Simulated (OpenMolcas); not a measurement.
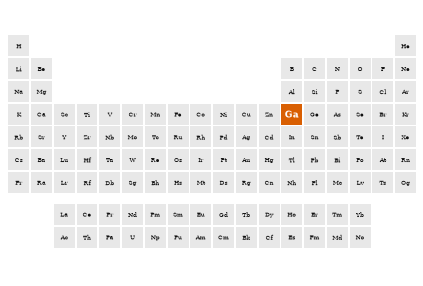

Fig. 1: The place of gallium in the periodic table.

## Multiconfigurational calculation, with input and output: Ga²⁺

Ga²⁺. Level asked for: state-averaged CASSCF, active space 1 electron in the shells 4s 4p, basis ANO-RCC-VTZP, DKH4 scalar Hamiltonian, spin-orbit coupling by RASSI with atomic mean-field integrals (OpenMolcas).

## Outcome

- outcome: refused by the program
- hardware: 1 CPU thread, shared host

## What went wrong

One thing in this input was made wrong on purpose: too many roots. The program refused the input: “You can't ask for more roots”. To bear in mind: RASSCF multiplicity 2: _RC_INPUT_ERROR_.

## Input
```
&GATEWAY
Coord
1

Ga 0.0 0.0 0.0
Basis=ANO-RCC-VTZP
Group=XYZ
NoMove
AngMom=0.0 0.0 0.0
AMFI
&SEWARD
Relativistic=R04O02
&RASSCF
FileOrb=start.orb
Symmetry=1
Spin=2
nActEl=1 0 0
Inactive=8 6
Ras2=1 3
CIRoot=5 5 1
SDav=1
CIMx=300
Iter=88 100
PrWF=0.3
OrbListing=Nothing
MaxOrb=0
Atom
CIOnly
>>> COPY $Project.JobIph JOB001
```

The file start.orb holds starting orbitals from an earlier step.

Command:
```bash
OMP_NUM_THREADS=1 MOLCAS_MEM=2252 MOLCAS_PROJECT=a pymolcas a.inp > a.log  # once for each step of the input, in one work folder
```

## The program's output (extracts)
```
--- SEWARD ---
Basis set label: GA.ANO-RCC...6S5P3D1F.

      Electronic valence basis set:
      ------------------
      Associated Effective Charge  31.000000 au
      Associated Actual Charge     31.000000 au
      Nuclear Model: Point charge

      Shell  nPrim  nBasis  Cartesian Spherical Contaminant
         s      20       6        X
         p      17       5        X
         d      11       3                 X
         f       5       1                 X
Relativistic=R04O02
                  Relativistic Douglas-Kroll-Hess integrals:
                    - DKH order of Hamiltonian: 4
                    - DKH order of Properties : 2
--- RASSCF ---
Wave function specifications:
      -----------------------------

      Number of closed shell electrons          28
      Number of electrons in active shells       1
      Max number of holes in RAS1 space          0
      Max nr of electrons in RAS3 space          0
      Number of inactive orbitals               14
      Number of active orbitals                  4
      Number of secondary orbitals              25
      Spin quantum number                      0.5
      State symmetry                             1
Orbital specifications:
      -----------------------

      Symmetry species                           1   2
                                                ag  au
      Frozen orbitals                            0   0
      Inactive orbitals                          8   6
      Active orbitals                            1   3
      RAS1 orbitals                              0   0
      RAS2 orbitals                              1   3
      RAS3 orbitals                              0   0
      Secondary orbitals                        12  13
      Deleted orbitals                           0   0
      Number of basis functions                 21  22
      Number of CSFs                             1
      Number of root(s) required                 5
 ************ ERROR ***********
  You can't ask for more roots
  than there are configurations
 ******************************
--- Stop Module: rasscf at  /rc=_RC_INPUT_ERROR_ ---
.####################.
.# User input error #.
.####################.
```
